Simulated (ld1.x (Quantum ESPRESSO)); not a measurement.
**Copper: generating and testing an ultrasoft potential**

Task: generate the file, and judge it by its errors in other configurations, its logarithmic derivatives, its ghosts and its cutoff.

The numbers are computed with ld1.x (Quantum ESPRESSO) 7.5 (PBE, scalar-relativistic, spin-unpolarised reference atom).

### Step 1. Settings

Typed settings, in words:

```
element                 : copper (Cu, Z = 29)
type                    : ultrasoft
frozen core             : [Ar]
valence charge          : 11
reference configuration : 3d10 4s1 4p0
partial waves           : 4s (bound): rcut 2.30, rcutus 2.50 bohr; 4s channel at 4.25 Ry: rcut 2.30, rcutus 2.50 bohr; 4p (bound, empty): rcut 3.50, rcutus 4.25 bohr; 4p channel at 1.95 Ry: rcut 3.50, rcutus 4.25 bohr; 3d (bound): rcut 0.98, rcutus 1.04 bohr; 3d channel at 1.15 Ry: rcut 0.98, rcutus 1.04 bohr
local potential         : all-electron potential smoothed inside 1.40 bohr (lloc = -2)
core correction         : not asked for
augmentation charge     : PSQ, inside the norm-conserving radii
```

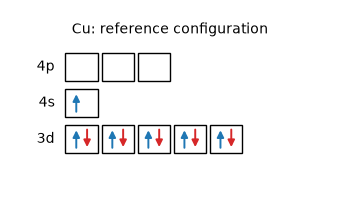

The outer shells as boxes. The arrows follow Hund's rule for the drawing; the calculation itself is spin-unpolarised.

The nodes and maxima of the atom's own shells, from an earlier all-electron run, set the scale for the radii.

All-electron outer shells of the reference configuration (PBE, scalar-relativistic, ld1.x):

```tsv
shell	level (eV)	outermost node (bohr)	outermost maximum (bohr)
3s	-114.70	0.29	0.61
3p	-72.14	0.26	0.62
3d	-5.04	–	0.60
4s	-4.61	0.89	2.27
4p	-0.70	0.97	3.65
```

### Step 2. Generation

The input, Cu.in:

```
 &input
   title='Cu', zed=29., rel=1, dft='PBE', iswitch=3,
   config='[Ar] 3d10 4s1 4p0',
   nld=3, rlderiv=4.60, eminld=-2.0, emaxld=5.0, deld=0.02
 /
 &inputp
   pseudotype=3, tm=.true., lloc=-2, rcloc=1.40,
   nlcc=.false.,
   which_augfun='PSQ', rmatch_augfun_nc=.true.,
   file_pseudopw='Cu.UPF', file_wfcaegen='ae.wfc', file_wfcncgen='nc.wfc', file_beta='beta', file_chi='chi', file_wfcusgen='us.wfc'
 /
6
4S  1  0   1.00   0.00  2.30  2.50  0.0
4S  1  0   0.00   4.25  2.30  2.50  0.0
4P  2  1   0.00   0.00  3.50  4.25  0.0
4P  2  1   0.00   1.95  3.50  4.25  0.0
3D  3  2  10.00   0.00  0.98  1.04  0.0
3D  3  2   0.00   1.15  0.98  1.04  0.0
 &test
   configts(1)='3d10 4s1 4p0'
 /
```

Started as:

```sh
$ ld1.x < Cu.in > Cu.out
```

What the program wrote to Cu.out (without the banner and most projector matrices):

```text
     Program LD1 v.7.5
     --------------------------- All-electron run ----------------------------

     Cu
     scalar relativistic calculation

     atomic number is 29.00
     dft =PBE   lsd =0 sic =0 latt =0  beta=0.20 tr2=1.0E-14
     Exchange-correlation= PBE
                           (   1   4   3   4   0   0   0)
     mesh =1199 r(mesh) = 100.25372 a.u. xmin = -7.00 dx = 0.01250
     1 Ry =  13.60569312 eV, c = 137.03599908

     n l     nl                  e(Ry)          e(Ha)          e(eV)
     1 0     1S 1( 2.00)      -650.5489      -325.2745     -8851.1694
     2 0     2S 1( 2.00)       -78.0904       -39.0452     -1062.4738
     2 1     2P 1( 6.00)       -67.3965       -33.6983      -916.9763
     3 0     3S 1( 2.00)        -8.4305        -4.2153      -114.7030
     3 1     3P 1( 6.00)        -5.3024        -2.6512       -72.1430
     3 2     3D 1(10.00)        -0.3703        -0.1851        -5.0378
     4 0     4S 1( 1.00)        -0.3388        -0.1694        -4.6093
     4 1     4P 1( 0.00)        -0.0512        -0.0256        -0.6967

     final scf error:  5.3E-15 reached in  32 iterations

     Etot =   -3309.701531 Ry,   -1654.850765 Ha,  -45030.783357 eV

     Ekin =    3358.932341 Ry,    1679.466170 Ha,   45700.602648 eV
     Encl =   -7969.314771 Ry,   -3984.657386 Ha, -108428.051175 eV
     Eh   =    1435.751702 Ry,     717.875851 Ha,   19534.397054 eV
     Exc  =    -135.070802 Ry,     -67.535401 Ha,   -1837.731883 eV

     normalization and overlap integrals

     s(1S/1S) =  1.000000  <r> =   0.0521  <r2> =    0.0037  r(max) =   0.0341
     s(2S/2S) =  1.000000  <r> =   0.2352  <r2> =    0.0653  r(max) =   0.1960
     s(2P/2P) =  1.000000  <r> =   0.2064  <r2> =    0.0523  r(max) =   0.1585
     s(3S/3S) =  1.000000  <r> =   0.7119  <r2> =    0.5863  r(max) =   0.6112
     s(3P/3P) =  1.000000  <r> =   0.7494  <r2> =    0.6650  r(max) =   0.6189
     s(3D/3D) =  1.000000  <r> =   1.0474  <r2> =    1.5756  r(max) =   0.6036
     s(4S/4S) =  1.000000  <r> =   2.9362  <r2> =   10.2155  r(max) =   2.2710
     s(4P/4P) =  1.000000  <r> =   5.1791  <r2> =   33.4210  r(max) =   3.6517

     ------------------------ End of All-electron run ------------------------

     --------------------- Generating US pseudopotential ---------------------

      Generating local potential from pseudized AE potential:
      Matching radius rcloc =   1.4000
      Enforcing V''(0)=0 (lloc=-2)

      Local pseudo, rcloc= 1.395 Estimated cut-off energy=    16.60 Ry
      Wfc-us  4S rcutus= 2.479  Estimated cut-off energy=     7.39 Ry
      Wfc-us  4S rcutus= 2.479  Estimated cut-off energy=    18.56 Ry
      Wfc-us  4P rcutus= 4.296  Estimated cut-off energy=     4.12 Ry
      Wfc-us  4P rcutus= 4.296  Estimated cut-off energy=     5.06 Ry
      Wfc-us  3D rcutus= 1.033  Estimated cut-off energy=   107.07 Ry
      Wfc-us  3D rcutus= 1.033  Estimated cut-off energy=   116.23 Ry

     Q pseudized with Bessel functions
     Expected ecutrho=     449.7500 due to l1=  2   l2=  2

     ------------------- End of pseudopotential generation -------------------

     [... the all-electron block is printed once more ...]


     Computing logarithmic derivative in   4.60192
     Computing logarithmic derivative in   4.60192
     Computing the partial wave expansion
     R is outside the sphere for l=    0 j= 0.00
     R is outside the sphere for l=    0 j= 0.00
     R is outside the sphere for l=    1 j= 0.00
     R is outside the sphere for l=    1 j= 0.00
     R is outside the sphere for l=    2 j= 0.00
     R is outside the sphere for l=    2 j= 0.00

     ---------------------- Testing the pseudopotential ----------------------

     Cu
     scalar relativistic calculation

     atomic number is 29.00   valence charge is 11.00
     dft =PBE   lsd =0 sic =0 latt =0  beta=0.20 tr2=1.0E-14
     mesh =1199 r(mesh) = 100.25372 xmin = -7.00 dx = 0.01250

     n l     nl             e AE (Ry)        e PS (Ry)    De AE-PS (Ry)
     3 2     3D   1(10.00)       -0.37027       -0.37027        0.00000
     1 0     4S   1( 1.00)       -0.33878       -0.33878        0.00000
     2 1     4P   1( 0.00)       -0.05121       -0.05121       -0.00000

     eps = 6.6E-15  iter =  6

     Etot =   -3309.701531 Ry,   -1654.850765 Ha,  -45030.783357 eV
     Etotps =  -101.451227 Ry,     -50.725613 Ha,   -1380.314261 eV

     Ekin =      84.125302 Ry,      42.062651 Ha,    1144.583041 eV
     Encl =    -236.140497 Ry,    -118.070249 Ha,   -3212.855141 eV
     Ehrt =     102.237773 Ry,      51.118886 Ha,    1391.015760 eV
     Ecxc =     -16.051715 Ry,      -8.025857 Ha,    -218.394704 eV
     Epseu=     -35.622089 Ry,     -17.811045 Ha,    -484.663217 eV

     ---------------------- End of pseudopotential test ----------------------
```

It took 1.7 s on 1 thread of Neoverse-V1, shared host. (Generation and the later configuration tests together.)

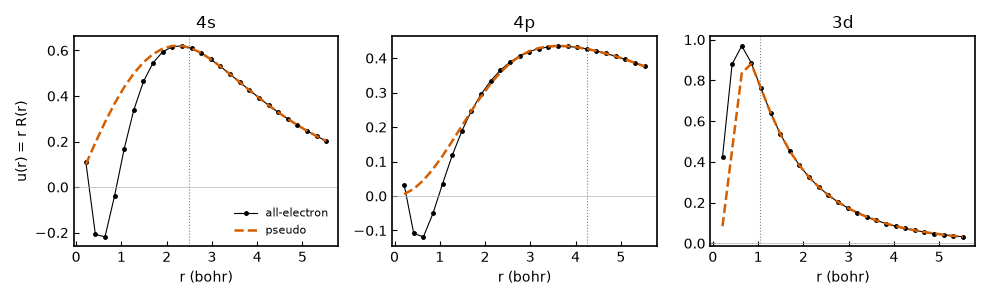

All-electron and pseudo partial waves (4s, 4p, 3d), with the matching radii dotted. The curves join 26 sampled radii, too few to resolve the innermost nodes.

### Step 3. Transferability test

The input, Cu.test.in:

```
 &input
   title='Cu', zed=29., rel=1, dft='PBE', iswitch=2,
   config='[Ar] 3d10 4s1 4p0'
 /
 &test
   file_pseudo='Cu.UPF', nconf=8,
   configts(1)='3d10 4s1 4p0',
   configts(2)='3d10 4s0 4p0',
   configts(3)='3d9 4s0 4p0',
   configts(4)='3d8 4s0 4p0',
   configts(5)='3d9 4s1 4p0',
   configts(6)='3d9 4s2 4p0',
   configts(7)='3d9 4s1 4p1',
   configts(8)='3d7 4s0 4p0'
 /
```

Started as:

```sh
$ ld1.x < Cu.test.in > Cu.test.out
```

Cu.test.out, the pseudopotential blocks, each with the warnings that came before it:

```text
     ---------------------- Testing the pseudopotential ----------------------

     Cu
     scalar relativistic calculation

     atomic number is 29.00   valence charge is 11.00
     dft =PBE   lsd =0 sic =0 latt =0  beta=0.20 tr2=1.0E-14
     mesh =1199 r(mesh) = 100.25372 xmin = -7.00 dx = 0.01250

     n l     nl             e AE (Ry)        e PS (Ry)    De AE-PS (Ry)
     3 2     3D   1(10.00)       -0.37027       -0.37027        0.00000
     1 0     4S   1( 1.00)       -0.33878       -0.33878        0.00000
     2 1     4P   1( 0.00)       -0.05121       -0.05121       -0.00000

     eps = 6.5E-15  iter =  6

     Etot =   -3309.701531 Ry,   -1654.850765 Ha,  -45030.783357 eV
     Etotps =  -101.451227 Ry,     -50.725613 Ha,   -1380.314261 eV

     Ekin =      84.125302 Ry,      42.062651 Ha,    1144.583040 eV
     Encl =    -236.140497 Ry,    -118.070249 Ha,   -3212.855141 eV
     Ehrt =     102.237773 Ry,      51.118886 Ha,    1391.015760 eV
     Ecxc =     -16.051715 Ry,      -8.025857 Ha,    -218.394704 eV
     Epseu=     -35.622089 Ry,     -17.811045 Ha,    -484.663217 eV

     ---------------------- End of pseudopotential test ----------------------

     ---------------------- Testing the pseudopotential ----------------------

     Cu
     scalar relativistic calculation

     atomic number is 29.00   valence charge is 11.00
     dft =PBE   lsd =0 sic =0 latt =0  beta=0.20 tr2=1.0E-14
     mesh =1199 r(mesh) = 100.25372 xmin = -7.00 dx = 0.01250

     n l     nl             e AE (Ry)        e PS (Ry)    De AE-PS (Ry)
     3 2     3D   1(10.00)       -1.00387       -0.99965       -0.00422
     1 0     4S   1( 0.00)       -0.87409       -0.87447        0.00038
     2 1     4P   1( 0.00)       -0.48142       -0.48282        0.00140

     eps = 4.3E-17  iter =  9

     Etot =   -3309.102669 Ry,   -1654.551334 Ha,  -45022.635421 eV
     Etotps =  -100.852069 Ry,     -50.426034 Ha,   -1372.162295 eV
     dEtot_ae =       0.598862 Ry
     dEtot_ps =       0.599158 Ry,   Delta E=      -0.000296 Ry

     Ekin =      84.898062 Ry,      42.449031 Ha,    1155.096978 eV
     Encl =    -229.192181 Ry,    -114.596090 Ha,   -3118.318479 eV
     Ehrt =      95.590659 Ry,      47.795330 Ha,    1300.577178 eV
     Ecxc =     -15.744485 Ry,      -7.872242 Ha,    -214.214625 eV
     Epseu=     -36.404125 Ry,     -18.202062 Ha,    -495.303349 eV

     ---------------------- End of pseudopotential test ----------------------

     ---------------------- Testing the pseudopotential ----------------------

     Cu
     scalar relativistic calculation

     atomic number is 29.00   valence charge is 11.00
     dft =PBE   lsd =0 sic =0 latt =0  beta=0.20 tr2=1.0E-14
     mesh =1199 r(mesh) = 100.25372 xmin = -7.00 dx = 0.01250

     n l     nl             e AE (Ry)        e PS (Ry)    De AE-PS (Ry)
     3 2     3D   1( 9.00)       -2.17762       -2.17704       -0.00058
     1 0     4S   1( 0.00)       -1.64243       -1.63188       -0.01054  !
     2 1     4P   1( 0.00)       -1.12816       -1.13025        0.00209

     eps = 1.3E-16  iter =  9

     Etot =   -3307.534761 Ry,   -1653.767381 Ha,  -45001.302955 eV
     Etotps =   -99.287943 Ry,     -49.643972 Ha,   -1350.881284 eV
     dEtot_ae =       2.166770 Ry
     dEtot_ps =       2.163284 Ry,   Delta E=       0.003486 Ry

     Ekin =      81.978846 Ry,      40.989423 Ha,    1115.379017 eV
     Encl =    -215.263129 Ry,    -107.631565 Ha,   -2928.804075 eV
     Ehrt =      84.139459 Ry,      42.069730 Ha,    1144.775660 eV
     Ecxc =     -14.805485 Ry,      -7.402742 Ha,    -201.438885 eV
     Epseu=     -35.337634 Ry,     -17.668817 Ha,    -480.793001 eV

     ---------------------- End of pseudopotential test ----------------------

     Warning: n=2, l=1 expected 0 nodes, found 1
     Warning: n=3, l=2 expected 0 nodes, found 1
     ---------------------- Testing the pseudopotential ----------------------

     Cu
     scalar relativistic calculation

     atomic number is 29.00   valence charge is 11.00
     dft =PBE   lsd =0 sic =0 latt =0  beta=0.20 tr2=1.0E-14
     mesh =1199 r(mesh) = 100.25372 xmin = -7.00 dx = 0.01250

     n l     nl             e AE (Ry)        e PS (Ry)    De AE-PS (Ry)
     3 2     3D   1( 8.00)       -3.59499       -3.62485        0.02986  !
     1 0     4S   1( 0.00)       -2.53770       -2.50533       -0.03237  !
     2 1     4P   1( 0.00)       -1.91536       -1.93691        0.02155  !

     eps = 8.8E-15  iter = 10

     Etot =   -3304.666857 Ry,   -1652.333428 Ha,  -44962.283127 eV
     Etotps =   -96.408116 Ry,     -48.204058 Ha,   -1311.699236 eV
     dEtot_ae =       5.034674 Ry
     dEtot_ps =       5.043111 Ry,   Delta E=      -0.008437 Ry

     Ekin =      77.384364 Ry,      38.692182 Ha,    1052.867913 eV
     Encl =    -198.268108 Ry,     -99.134054 Ha,   -2697.575029 eV
     Ehrt =      71.479080 Ry,      35.739540 Ha,     972.522430 eV
     Ecxc =     -13.589707 Ry,      -6.794854 Ha,    -184.897386 eV
     Epseu=     -33.413745 Ry,     -16.706873 Ha,    -454.617165 eV

     ---------------------- End of pseudopotential test ----------------------

     ---------------------- Testing the pseudopotential ----------------------

     Cu
     scalar relativistic calculation

     atomic number is 29.00   valence charge is 11.00
     dft =PBE   lsd =0 sic =0 latt =0  beta=0.20 tr2=1.0E-14
     mesh =1199 r(mesh) = 100.25372 xmin = -7.00 dx = 0.01250

     n l     nl             e AE (Ry)        e PS (Ry)    De AE-PS (Ry)
     3 2     3D   1( 9.00)       -1.38593       -1.39665        0.01072  !
     1 0     4S   1( 1.00)       -0.99920       -0.99433       -0.00486
     2 1     4P   1( 0.00)       -0.56486       -0.56550        0.00064

     eps = 3.1E-16  iter = 10

     Etot =   -3308.850568 Ry,   -1654.425284 Ha,  -45019.205425 eV
     Etotps =  -100.596554 Ry,     -50.298277 Ha,   -1368.685848 eV
     dEtot_ae =       0.850962 Ry
     dEtot_ps =       0.854673 Ry,   Delta E=      -0.003710 Ry

     Ekin =      81.512013 Ry,      40.756007 Ha,    1109.027441 eV
     Encl =    -224.027377 Ry,    -112.013688 Ha,   -3048.047739 eV
     Ehrt =      91.598574 Ry,      45.799287 Ha,    1246.262092 eV
     Ecxc =     -15.211922 Ry,      -7.605961 Ha,    -206.968737 eV
     Epseu=     -34.467844 Ry,     -17.233922 Ha,    -468.958906 eV

     ---------------------- End of pseudopotential test ----------------------

     ---------------------- Testing the pseudopotential ----------------------

     Cu
     scalar relativistic calculation

     atomic number is 29.00   valence charge is 11.00
     dft =PBE   lsd =0 sic =0 latt =0  beta=0.20 tr2=1.0E-14
     mesh =1199 r(mesh) = 100.25372 xmin = -7.00 dx = 0.01250

     n l     nl             e AE (Ry)        e PS (Ry)    De AE-PS (Ry)
     3 2     3D   1( 9.00)       -0.69958       -0.71556        0.01597  !
     1 0     4S   1( 2.00)       -0.42717       -0.42486       -0.00230
     2 1     4P   1( 0.00)       -0.08609       -0.08634        0.00026

     eps = 7.8E-15  iter = 11

     Etot =   -3309.556741 Ry,   -1654.778371 Ha,  -45028.813395 eV
     Etotps =  -101.299333 Ry,     -50.649666 Ha,   -1378.247632 eV
     dEtot_ae =       0.144790 Ry
     dEtot_ps =       0.151894 Ry,   Delta E=      -0.007105 Ry

     Ekin =      81.093340 Ry,      40.546670 Ha,    1103.331102 eV
     Encl =    -231.598184 Ry,    -115.799092 Ha,   -3151.053824 eV
     Ehrt =      98.700887 Ry,      49.350444 Ha,    1342.893981 eV
     Ecxc =     -15.609986 Ry,      -7.804993 Ha,    -212.384683 eV
     Epseu=     -33.885389 Ry,     -16.942695 Ha,    -461.034208 eV

     ---------------------- End of pseudopotential test ----------------------

     ---------------------- Testing the pseudopotential ----------------------

     Cu
     scalar relativistic calculation

     atomic number is 29.00   valence charge is 11.00
     dft =PBE   lsd =0 sic =0 latt =0  beta=0.20 tr2=1.0E-14
     mesh =1199 r(mesh) = 100.25372 xmin = -7.00 dx = 0.01250

     n l     nl             e AE (Ry)        e PS (Ry)    De AE-PS (Ry)
     3 2     3D   1( 9.00)       -0.85163       -0.86197        0.01035  !
     1 0     4S   1( 1.00)       -0.52491       -0.52038       -0.00453
     2 1     4P   1( 1.00)       -0.15499       -0.15469       -0.00030

     eps = 6.8E-15  iter = 13

     Etot =   -3309.200967 Ry,   -1654.600483 Ha,  -45023.972836 eV
     Etotps =  -100.946849 Ry,     -50.473425 Ha,   -1373.451850 eV
     dEtot_ae =       0.500564 Ry
     dEtot_ps =       0.504378 Ry,   Delta E=      -0.003814 Ry

     Ekin =      81.544773 Ry,      40.772387 Ha,    1109.473163 eV
     Encl =    -229.922480 Ry,    -114.961240 Ha,   -3128.254698 eV
     Ehrt =      97.165283 Ry,      48.582642 Ha,    1322.001026 eV
     Ecxc =     -15.492151 Ry,      -7.746075 Ha,    -210.781450 eV
     Epseu=     -34.242275 Ry,     -17.121138 Ha,    -465.889891 eV

     ---------------------- End of pseudopotential test ----------------------

     ---------------------- Testing the pseudopotential ----------------------

     Cu
     scalar relativistic calculation

     atomic number is 29.00   valence charge is 11.00
     dft =PBE   lsd =0 sic =0 latt =0  beta=0.20 tr2=1.0E-14
     mesh =1199 r(mesh) = 100.25372 xmin = -7.00 dx = 0.01250

     n l     nl             e AE (Ry)        e PS (Ry)    De AE-PS (Ry)
     3 2     3D   1( 7.00)       -5.21378       -5.31540        0.10162  !
     1 0     4S   1( 0.00)       -3.53893       -3.47265       -0.06628  !
     2 1     4P   1( 0.00)       -2.81949       -2.94179        0.12230  !

     eps = 3.6E-15  iter =  8

     Etot =   -3300.278327 Ry,   -1650.139164 Ha,  -44902.574139 eV
     Etotps =   -91.957375 Ry,     -45.978688 Ha,   -1251.143829 eV
     dEtot_ae =       9.423204 Ry
     dEtot_ps =       9.493852 Ry,   Delta E=      -0.070648 Ry

     Ekin =      71.221930 Ry,      35.610965 Ha,     969.023724 eV
     Encl =    -178.766964 Ry,     -89.383482 Ha,   -2432.248447 eV
     Ehrt =      58.373940 Ry,      29.186970 Ha,     794.217913 eV
     Ecxc =     -12.141725 Ry,      -6.070862 Ha,    -165.196578 eV
     Epseu=     -30.644557 Ry,     -15.322279 Ha,    -416.940441 eV

     ---------------------- End of pseudopotential test ----------------------
```

Excitation and ionisation energies from 3d10 4s1 4p0, with the error of the potential. A star marks tests that logged a warning.

```csv
valence configuration,charge,ΔE all-electron (eV),error AE − PS (meV)
3d10 4s0 4p0,+1,8.148,-4.0
3d9 4s0 4p0,+2,29.480,+47
3d8 4s0 4p0 *,+3,68.500,-115
3d9 4s1 4p0,+1,11.578,-50
3d9 4s2 4p0,0,1.970,-97
3d9 4s1 4p1,0,6.811,-52
3d7 4s0 4p0,+4,128.209,-961
```

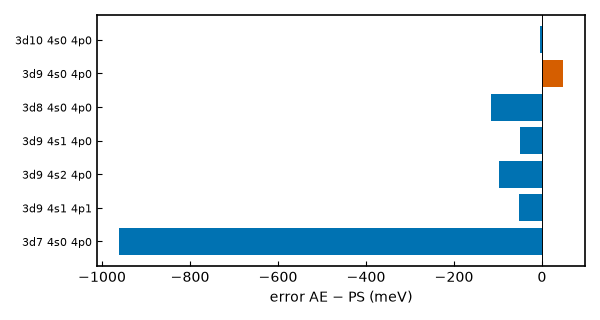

Error of the potential in each test configuration.

### Step 4. Logarithmic derivatives

Taken from the files of the generation run. The phase is arctan(r·u′/u) with u = r·R, unwrapped, with energies in Ry. A pole is an energy at which the radial function vanishes at the test radius. The pseudo phase is shifted by a multiple of π to meet the all-electron one at the reference energy. Levels narrower than the energy grid can be missing from the poles. The last column is the largest difference on the grid between −1 and +1 Ry.

| channel | radius (bohr) | reference (Ry) | poles AE | poles PS | window around the reference with phases within 0.05 rad (Ry) | largest difference near zero (rad) |
| --- | --- | --- | --- | --- | --- | --- |
| s | 4.60 | -0.34 | -0.21, 1.75, 4.96 | -0.21, 1.74, 4.95 | the whole range | 0.010 |
| p | 4.60 | -0.05 | 0.29, 2.31 | 0.29, 2.30, 4.17 | below 1.0 | 0.029 |
| d | 4.60 | -0.37 | -0.37, 1.14, 3.40 | -0.37, 1.14, 3.40 | the whole range | 0.000 |

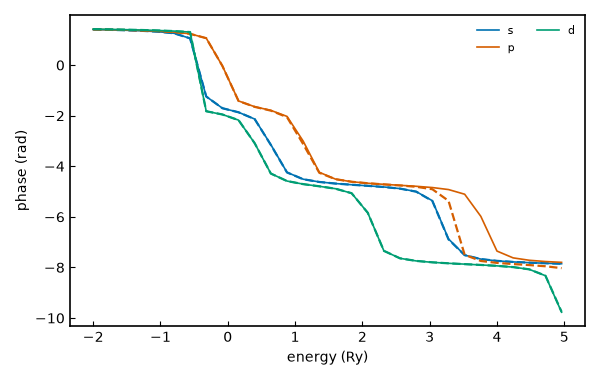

All-electron (solid) and pseudo (dashed) phases against energy.

### Step 5. Cutoff and ghost test in a Bessel basis

A separate test, outside the generator: the pseudo-atom's Hamiltonian at the reference potential is diagonalised in spherical Bessel functions j_l(qr) that vanish at 20 bohr, with q² up to the cutoff.

All-electron valence levels (Ry): 4s -0.3388, 4p -0.0512, 3d -0.3703. The lowest levels of each channel (Ry) by cutoff; the last column sums, over occupied levels, occupation times the distance from the level at 400 Ry. A positive value at high cutoff is not a bound level.

```
cutoff (Ry)     s #1     p #1     d #1    f #1  Σ f·Δε (mRy)
          8  -0.3387  -0.0511   0.0630  0.1122        4333.3
         18  -0.3388  -0.0511   0.0629  0.1122        4331.7
         30  -0.3388  -0.0511   0.0626  0.1122        4328.9
         50  -0.3388  -0.0511  -0.0573  0.1122        3129.8
         80  -0.3388  -0.0511  -0.3511  0.1122         192.6
        120  -0.3388  -0.0511  -0.3691  0.1122          12.6
        140  -0.3388  -0.0511  -0.3696  0.1122           6.9
        180  -0.3388  -0.0511  -0.3702  0.1122           1.3
        230  -0.3388  -0.0511  -0.3703  0.1122           0.7
        300  -0.3388  -0.0511  -0.3703  0.1122           0.2
        400  -0.3388  -0.0511  -0.3703  0.1122           0.0
```

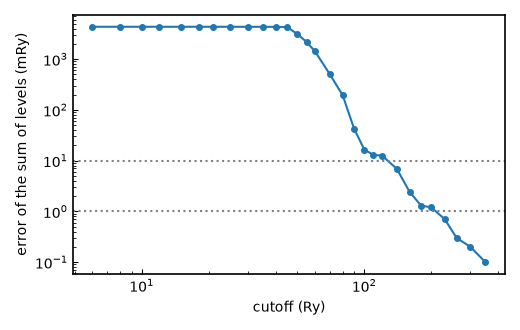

Occupation-weighted error of the valence levels against the cutoff; the dotted lines mark 10 and 1 mRy.

The sum stays within 10 mRy from 140 Ry and within 1 mRy from 230 Ry. The sum leaves out empty levels, which can need more. Ghost test: no level below the all-electron spectrum of its channel (s, p, d, f tested).

### Step 6. Results

| quantity | value |
| --- | --- |
| cutoffs for 10 and 1 mRy, occupied levels | 140 Ry and 230 Ry |
| bound ghosts | none found |
| largest test error (AE − PS) | -961 meV, for 3d7 4s0 4p0 |
| largest phase difference near zero energy, channels read | 0.029 rad |
| lowest eigenvalue of the overlap (Bessel basis) | 0.704 (s) |
| density cutoff estimated by the generator | 450 Ry |

**Reading.** By total energies transferability is poor: the largest error is 961 meV on 128.2 eV, for 3d7 4s0 4p0. That test lies far up in energy; among those under 40 eV, nearer to bonding, the largest error is 97 meV. By its cutoff, 140 Ry for the looser tolerance, it is very hard. The slowest occupied level is 3d: taken alone it needs 140 Ry to come within 1 mRy, against 6 Ry or less for 4s. No bound ghost shows below the valence levels. Near zero energy the phases of the channels with partial waves agree within 0.029 rad. All of this concerns the isolated atom, not yet a solid.
